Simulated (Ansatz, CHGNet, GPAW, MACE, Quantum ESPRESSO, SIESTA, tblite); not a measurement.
# Quantum ESPRESSO runs on twisted graphene monolayer on bilayer, 87.80° (78 atoms)

Aim: run twisted graphene monolayer on bilayer, 87.80° (78 atoms) in Quantum ESPRESSO and see how near its forces come to a plane-wave reference, and at what cost.

Method: the method is named at each step, in Quantum ESPRESSO 7.5.

### Step 1. Starting point

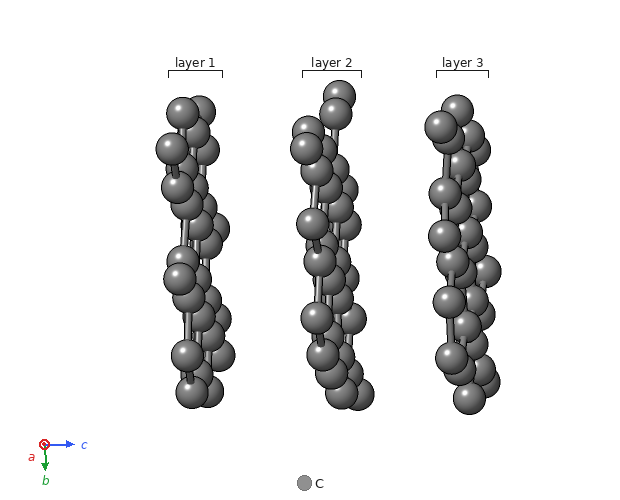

The cell as given, from the side, with the c axis across the page (carbon grey). Bonds to atoms that aren't drawn are left out. Some periodic images of atoms are drawn too.

The cell holds 78 atoms: 78 C. Its edges and angles: a = 8.870 Å, b = 8.870 Å, c = 20.690 Å, α = 90.0°, β = 90.0°, γ = 120.0°. It derives from C (graphene). Graphene (a = 2.46 Å) under graphene (a = 2.46 Å), monolayer on bilayer, commensurate cell of 13 unit cells a layer, twist 87.80 deg; facing planes 3.32, 3.37 Å apart as built; 14 Å of vacuum; minimised with a classical potential. Then every atom was moved at random, 0.03 Å r.m.s. a Cartesian component. Regions: layer 1, 26 atoms (26 C); layer 2, 26 atoms (26 C); layer 3, 26 atoms (26 C). Vacuum lies along c.

The yardstick, on the same geometry:

- method: Kohn-Sham DFT, PBE, PAW, plane waves (Ansatz 0.2.0); cutoff 420 eV, Γ point, fermi-dirac smearing of 0.05 eV; PAW set soft_2
- r.m.s. force component: 1.583 eV/Å
- longest force: 4.863 eV/Å
- SCF cycles: 9
- time: 19 s on 4 threads of Arm Neoverse V1, shared host
- CPU time: 62 s

### Step 2. PBE, sssp-1.3.0-efficiency, 45/360 Ry

Method: Kohn-Sham DFT, PBE, SSSP efficiency 1.3.0 pseudopotentials, plane waves.

The input, pw.in:

```
&control
  calculation = 'scf'
  pseudo_dir = './pseudo'
  outdir = './tmp'
  disk_io = 'none'
  tprnfor = .true.
/
&system
  ibrav = 0
  nat = 78
  ntyp = 1
  ecutwfc = 45
  ecutrho = 360
  nosym = .true.
  occupations = 'smearing'
  smearing = 'fd'
  degauss = 0.003675
/
&electrons
  conv_thr = 3.9e-07
  electron_maxstep = 100
  mixing_beta = 0.2
  mixing_mode = 'local-TF'
  diagonalization = 'david'
/
ATOMIC_SPECIES
C 12.011 C.upf
CELL_PARAMETERS angstrom
8.86970 0.00000 0.00000
-4.43485 7.68139 0.00000
0.00000 0.00000 20.69000
ATOMIC_POSITIONS crystal
C 0.12194 0.17526 0.33574
C 0.17271 0.04549 0.33617
C 0.20261 0.48551 0.33599
C 0.25636 0.36198 0.33468
C 0.28393 0.79126 0.33568
C 0.33810 0.67006 0.33699
C 0.35770 0.10448 0.33648
C 0.40646 0.97108 0.33582
C 0.43213 0.41120 0.33689
C 0.48856 0.28340 0.33621
C 0.51137 0.71380 0.33608
C 0.56664 0.58665 0.33685
C 0.59143 0.02705 0.33525
C 0.64788 0.90204 0.33531
C 0.66418 0.32885 0.33681
C 0.71933 0.20611 0.33626
C 0.74001 0.63702 0.33559
C 0.79739 0.51365 0.33389
C 0.82131 0.95163 0.33610
C 0.87112 0.82587 0.33547
C 0.89971 0.25849 0.33759
C 0.94390 0.12731 0.33595
C 0.97564 0.56235 0.33690
C 0.03086 0.44541 0.33796
C 0.05330 0.86930 0.33591
C 0.10005 0.74424 0.33633
C 0.25498 0.35897 0.50094
C 0.30485 0.22919 0.50100
C 0.33021 0.66145 0.49757
C 0.38156 0.53608 0.49945
C 0.41018 0.97407 0.49952
C 0.45938 0.85072 0.50074
C 0.49065 0.27970 0.50000
C 0.53843 0.15181 0.49841
C 0.56182 0.58529 0.49999
C 0.61879 0.46752 0.49647
C 0.63697 0.89470 0.49922
C 0.69341 0.76869 0.50028
C 0.71669 0.21012 0.50029
C 0.76950 0.07834 0.49532
C 0.79107 0.51077 0.50072
C 0.84693 0.38260 0.49721
C 0.87417 0.82060 0.50104
C 0.92553 0.69387 0.49901
C 0.94634 0.12378 0.50008
C 0.00677 0.00048 0.50049
C 0.02368 0.43008 0.49850
C 0.07771 0.30974 0.49989
C 0.10075 0.74171 0.50117
C 0.15061 0.60348 0.49776
C 0.18104 0.04952 0.50285
C 0.22678 0.91994 0.49907
C 0.25584 0.90237 0.66201
C 0.20729 0.71918 0.66346
C 0.33110 0.66756 0.66192
C 0.28294 0.48786 0.66331
[... 18 atom lines left out ...]
C 0.02239 0.58505 0.66550
C 0.98072 0.41366 0.66338
C 0.10246 0.36150 0.66247
C 0.05061 0.17531 0.66314
K_POINTS gamma
```

Command:

```
$ OMP_NUM_THREADS=1 mpirun -np 4 pw.x -in pw.in > output.txt
```

The program printed:

```text
Program PWSCF
     gamma-point specific algorithms are used
     one sub-group per band group will be used
     scalapack distributed-memory algorithm (size of sub-group:  2*  2 procs)
     Parallelization info
     sticks:   dense  smooth     PW     G-vecs:    dense   smooth      PW
     Min        1739     865    214               274395    96870   12070
     Max        1742     866    216               274414    96878   12088
     Sum        6961    3463    859              1097601   387493   48313
     bravais-lattice index     =            0
     lattice parameter (alat)  =      16.7613  a.u.
     unit-cell volume          =    9512.7446 (a.u.)^3
     number of atoms/cell      =           78
     number of atomic types    =            1
     number of electrons       =       312.00
     number of Kohn-Sham states=          187
     kinetic-energy cutoff     =      45.0000  Ry
     charge density cutoff     =     360.0000  Ry
     scf convergence threshold =      3.9E-07
     mixing beta               =       0.2000
     number of iterations used =            8  local-TF  mixing
     Exchange-correlation= SLA  PW   PBX  PBC
                           (   1   4   3   4   0   0   0)
     crystal axes: (cart. coord. in units of alat)
               a(1) = (   1.000000   0.000000   0.000000 )
               a(2) = (  -0.500000   0.866026   0.000000 )
               a(3) = (   0.000000   0.000000   2.332661 )
     reciprocal axes: (cart. coord. in units 2 pi/alat)
               b(1) = (  1.000000  0.577350 -0.000000 )
               b(2) = (  0.000000  1.154700  0.000000 )
               b(3) = (  0.000000 -0.000000  0.428695 )
     PseudoPot. # 1 for C :
     Pseudo is Projector augmented-wave + core cor, Zval =  4.0
     atomic species   valence    mass     pseudopotential
     C                 4.00    12.01100     C ( 1.00)
     No symmetry found
   Cartesian axes
     number of k points=     1  Fermi-Dirac smearing, width (Ry)=  0.0037
                       cart. coord. in units 2pi/alat
        k(    1) = (   0.0000000   0.0000000   0.0000000), wk =   2.0000000
     Dense  grid:   548801 G-vectors     FFT dimensions: ( 108, 108, 240)
     Smooth grid:   193747 G-vectors     FFT dimensions: (  72,  72, 180)
     Check: negative core charge=   -0.000007
     Initial potential from superposition of free atoms
     starting charge     311.9968, renormalised to     312.0000
     negative rho (up, down):  1.530E-03 0.000E+00
     Starting wfcs are  312 randomized atomic wfcs
     Self-consistent Calculation
     iteration #  1     ecut=    45.00 Ry     beta= 0.20
     negative rho (up, down):  2.009E-05 0.000E+00
     total energy              =   -1440.63161306 Ry
     estimated scf accuracy    <       7.43722291 Ry
     iteration #  2     ecut=    45.00 Ry     beta= 0.20
     negative rho (up, down):  1.292E-07 0.000E+00
     total energy              =   -1437.06854993 Ry
     estimated scf accuracy    <       5.85697109 Ry
     iteration #  3     ecut=    45.00 Ry     beta= 0.20
     total energy              =   -1438.09905518 Ry
     estimated scf accuracy    <       0.58631558 Ry
     iteration #  4     ecut=    45.00 Ry     beta= 0.20
     total energy              =   -1438.10664073 Ry
     estimated scf accuracy    <       0.32058456 Ry
     iteration #  5     ecut=    45.00 Ry     beta= 0.20
     total energy              =   -1438.11777838 Ry
     estimated scf accuracy    <       0.11164212 Ry
     iteration #  6     ecut=    45.00 Ry     beta= 0.20
     total energy              =   -1438.07885578 Ry
     estimated scf accuracy    <       0.09097073 Ry
[...]
negative rho (up, down):  6.501E-08 0.000E+00
[...]
negative rho (up, down):  4.834E-02 0.000E+00
[...]
negative rho (up, down):  1.051E-01 0.000E+00
[...]
total energy              =   -1438.07158347 Ry
[...]
iteration # 25     ecut=    45.00 Ry     beta= 0.20
[...]
total energy              =   -1438.07158365 Ry
     estimated scf accuracy    <       0.00000063 Ry
     iteration # 26     ecut=    45.00 Ry     beta= 0.20
     negative rho (up, down):  3.165E-03 0.000E+00
     total energy              =   -1438.07158372 Ry
     estimated scf accuracy    <       0.00000046 Ry
     iteration # 27     ecut=    45.00 Ry     beta= 0.20
     negative rho (up, down):  3.273E-03 0.000E+00
     End of self-consistent calculation
          k = 0.0000 0.0000 0.0000 ( 24157 PWs)   bands (ev):
   -18.4244 -18.3178 -18.2236 -16.8691 -16.7878 -16.7305 -16.7216 -16.6869
   -16.6230 -16.5789 -16.5629 -16.5126 -16.4904 -16.4455 -16.4222 -16.3670
   -16.3420 -16.2985 -16.2702 -16.2564 -16.1790 -13.3901 -13.3766 -13.3418
   -13.3315 -13.3095 -13.2730 -13.1986 -13.1659 -13.1531 -13.0729 -13.0552
   -12.9936 -12.9808 -12.9657 -12.9325 -12.8921 -12.8730 -12.8194 -11.4302
   -11.3918 -11.3848 -11.3376 -11.3273 -11.2716 -11.2315 -11.1975 -11.1502
[...]
2.7861   2.8490   2.9246   2.9765   3.0187   3.1075   3.1800   3.2119
     3.2461   3.3336   3.3540   3.4448   3.4839   3.5033   4.5467   4.8525
     5.5556   6.8940   6.9540   6.9723   6.9993   7.0010   7.0146   7.0269
     7.1537   7.2033   7.2524
     the Fermi energy is     1.0832 ev
!    total energy              =   -1438.07158334 Ry
     total all-electron energy =     -5943.671214 Ry
     estimated scf accuracy    <       0.00000037 Ry
     smearing contrib. (-TS)   =      -0.00000000 Ry
     internal energy E=F+TS    =   -1438.07158334 Ry
     The total energy is F=E-TS. E is the sum of the following terms:
     one-electron contribution =   -9507.30913836 Ry
     hartree contribution      =    4851.62438957 Ry
     xc contribution           =    -362.39076567 Ry
     ewald contribution        =    4061.06375216 Ry
     one-center paw contrib.   =    -481.05982105 Ry
     convergence has been achieved in  27 iterations
     negative rho (up, down):  3.273E-03 0.000E+00
     Forces acting on atoms (cartesian axes, Ry/au):
     atom    1 type  1   force =     0.03720236    0.04993411   -0.00657507
     atom    2 type  1   force =     0.05580224    0.10666959   -0.00212224
     atom    3 type  1   force =     0.05124589    0.09860833    0.00658942
     atom    4 type  1   force =    -0.03316261   -0.10332673    0.01385369
     atom    5 type  1   force =    -0.09629968    0.06591642    0.00793465
     atom    6 type  1   force =    -0.01501038   -0.10744216   -0.01406689
[...]
atom   76 type  1   force =    -0.09129172   -0.09160027   -0.01564537
     atom   77 type  1   force =     0.12230058   -0.05948981    0.01407084
     atom   78 type  1   force =    -0.06906370    0.05401206   -0.01245640
     Total force =     0.943668     Total SCF correction =     0.001496
     Message from routine punch:
     Nothing written, as per user request (disk_io='none')
```

Run time: 2.7 min. Hardware: 4 MPI ranks of Arm Neoverse V1, shared host; peak memory 3.1 GiB; 11 min of CPU time.

Banners, paths, timers and routine set-up lines are dropped from the logs unmarked, and long logs keep their key lines alone; longer cuts are marked.

Against the reference:

```
r.m.s. force component                  : 1.586 eV/Å
r.m.s. difference of force components   : 3.613 meV/Å
longest difference of force vectors     : 11.37 meV/Å
force difference over r.m.s. force      : 0.2282 %
slope of forces against the reference's : 1.002
correlation of force components         : 1
```

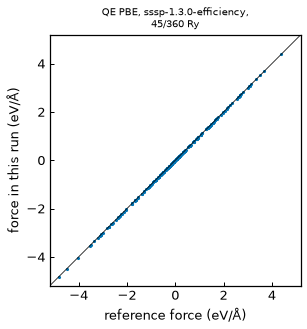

Force components against those of the reference; the line marks equality.

Local excerpt of 10 atoms (numbers count through the whole input) about C23, picked at random; x, y, z are measured from there.

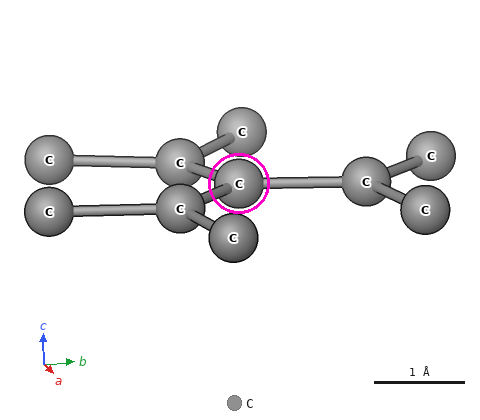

The atoms of the table, within 2.5 Å (arrows a, b, c point along x, y, z); some may hide others; the central atom is ringed.

```
atom      x      y      z  distance (Å)  bonds     Fx     Fy  Fz (eV/Å)
 C23   0.00   0.00   0.00          0.00      3  -2.30   2.81      -0.33
 C24   1.01  -0.90   0.02          1.35      3   0.65  -4.81      -0.23
 C18  -1.37  -0.37  -0.06          1.42      3  -0.70  -1.66       0.74
 C26   0.30   1.40  -0.01          1.43      3   3.01  -1.79      -0.08
  C3   2.35  -0.59  -0.02          2.43      3   1.32   2.54       0.17
 C21   0.67  -2.33   0.01          2.43      3  -0.92   1.13      -0.27
 C25  -0.67   2.36  -0.02          2.45      3  -3.36   0.38      -0.08
  C5   1.72   1.76  -0.03          2.46      3  -2.48   1.69       0.20
 C17  -2.42   0.57  -0.03          2.49      3   2.16   2.63      -0.22
 C15  -1.73  -1.79   0.00          2.49      3   0.41   2.60      -0.50
```

Forces lie 0.23 % from the reference's, at 10 times its CPU time.

### Step 3. Results

```json
{
 "force difference from the reference": "QE PBE, sssp-1.3.0-efficiency, 45/360 Ry, 0.23 %",
 "its CPU time": "11 min"
}
```

PBE on plane waves or a grid with other potentials, cutoffs or grids differs from the reference by 0.23 % (QE PBE, sssp-1.3.0-efficiency, 45/360 Ry) of the r.m.s. force; this holds the reference's own error, so differences of a few per cent don't tell which side is nearer the exact PBE result (QE's 45 Ry are 612 eV, against the reference's 420 eV). The reference's PBE has no dispersion term, which matters for the binding between molecules or layers. One k-point is far too coarse for the carbon or group-IV sheet, and it can put spurious forces of up to about 1 eV/Å on the sheet's atoms. The electronic-structure runs sample only Γ, in a cell whose shortest periodic width is 8 Å.

[Also dropped from logs without a mark: logging warnings of Python, and SIESTA's first energy breakdown and zero terms.]

[Logs are printed without paths, hosts, clocks, repeated set-up lines and the standing remarks that a program may print on its own settings, such as how far it seeks lower states.]

[Hosts, paths, dates, database ids (printed as entryN), source tags and the programs' standing remarks are cut or masked in the printed files.]
